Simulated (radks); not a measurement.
**Cu³⁺ in [Ne] 3s2 3p5 3d8 4f1: an all-electron calculation**

What are the levels of the copper ion Cu3+, how large are its shells, and how does its energy divide?

Method: scalar-relativistic Kohn-Sham, LDA (Slater exchange, VWN5 correlation), spin-unpolarised, spherical densities, finite nucleus. Code: radks (a radial shooting solver on a logarithmic mesh, Libxc functionals) version 1.

### 1 The atom as given

- element: copper (Z = 29)
- charge: +3
- electrons: 26
- configuration: [Ne] 3s2 3p5 3d8 4f1
- nuclear rms radius: 3.8823 fm

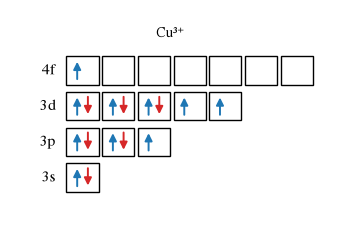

The shells outside the core, filled by Hund's rule for the drawing.

### 2 Self-consistent calculation

Input:

```text
Z 29
configuration [Ne] 3s2 3p5 3d8 4f1 4s0 4p0 4d0 5f0
relativity scalar-relativistic
functional lda,vwn5
spin unpolarised
nucleus finite rms 3.8823 fm
c 137.035999084
```

Run with:

```sh
> python run_ks.py task.json out
```

The same process makes all the runs of this session.

Q: Predict the outcome of this run.

The runs gave:

```
                        quantity                value
                    total energy  -1645.46746 hartree
exchange-correlation share of it               3.81 %
                            −T/E               1.0146
          highest occupied level       4f, -11.704 eV
    most extended occupied level  4f, <r> = 4.32 bohr
 radius at density 0.001 e/bohr³            4.50 bohr
    maxima of the radial density                    4
```

**Reading.** 4 principal shells are occupied and 4 maxima appear in the radial density. Relativity lifts −T/E to 1.015. This is not the tabulated ground configuration, so its levels and sizes aren't those of the ground state, and no measured value stands beside it.
